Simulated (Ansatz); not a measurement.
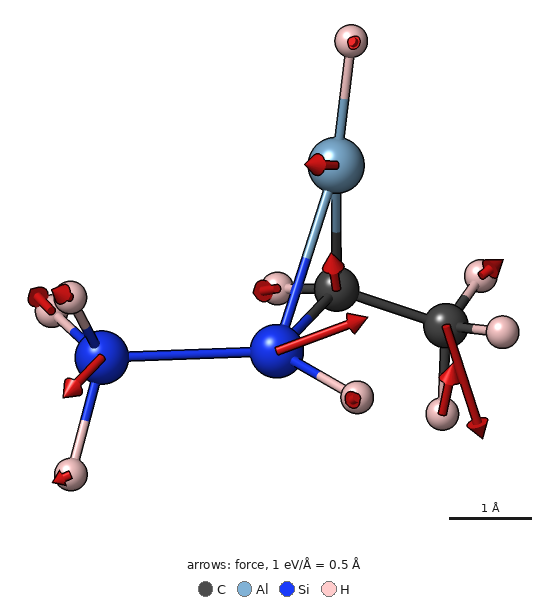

Starting geometry of C$_{2}$H$_{9}$AlSi$_{2}$ (coarse preliminary run) with the computed forces as red arrows. A ball-and-stick model, seen at a tilt.

The start comes from a force field.

All numbers below come from Ansatz, RKS PBE-D4/def2-SVP. (force threshold 0.03 eV/Å; at most 200 steps)

Q: What follows when this structure is relaxed?

A: It isn't relaxed: the largest force vector, on a C atom, is 3.26 eV/Å. The final displacements have little in common with the starting forces (cosine between the two patterns 0.07). Over 15 geometry steps the energy falls by 0.969 eV. Largest force component: 2.7 eV/Å at the start, 0.022 eV/Å at the end. The atom that moves furthest after the best rigid fit is an H atom (1.02 Å). By element the largest moves are H 1.02 Å, Si 0.71 Å, Al 0.46 Å, C 0.39 Å. Some distances before and after: Si–Si 2.161 → 2.344 Å, Al–Si 2.432 → 2.359 Å, H–Si 1.438 → 1.508 Å, C–H 1.178 → 1.112 Å. Among the angles between lasting bonds that change: Al–Si–Si 110.2° → 136.5°, C–C–Al 113.3° → 137.5°, Al–C–H 116.9° → 98.4°.
